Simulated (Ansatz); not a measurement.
Bands of a (6,0) BN nanotube, along its axis.

Method: PBE (plane waves to 420 eV, PAW; Ansatz, a first-principles code). Mesh 1×1×8. No spin polarisation. It repeats along c; a and b span vacuum. An idealised model, rolled from the flat sheet. Only distortions within the start's symmetry and period were free.

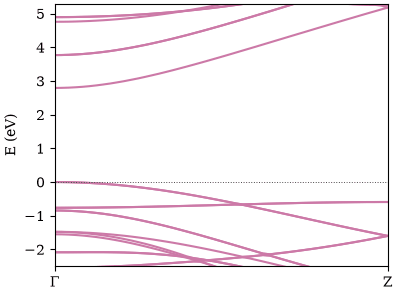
Bands from the zone centre to the zone edge (period 4.32 Å); the dotted line marks the highest filled level

Is it a metal or a semiconductor at this level? Give what the bands show.

A semiconductor in PBE.
- PBE gap = 2.79 eV, direct at Γ
